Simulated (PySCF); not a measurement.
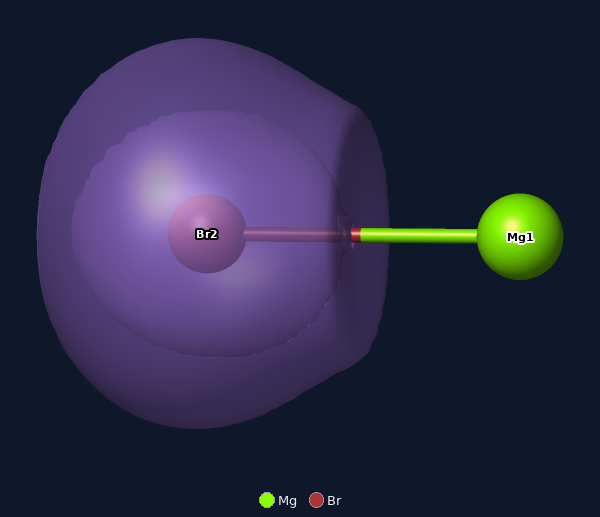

*MgBr (charge +1). Isosurface of the electron localisation function at 0.75 (purple), seen from one side. Only the valence region is drawn (cores and ρ < 0.01 e/Å³ removed).*

Method: PySCF 2.14.0, PBE0/x2c-SVPall, spin-free X2C-1e, Gaussian nucleus, at a bond length of 2.284 Å.

Q: Identify the bonds, lone pairs and shells in this picture.

A: The surface consists of one region wrapped around Br (its valence shell). Profiles from the grid: Mg–Br (2.28 Å): the ELF peaks at about 0.75 in the valence shell of Br, 1.0 Å from its nucleus, and falls to about 0.05 next to Mg (an ionic contact with no shared pair).
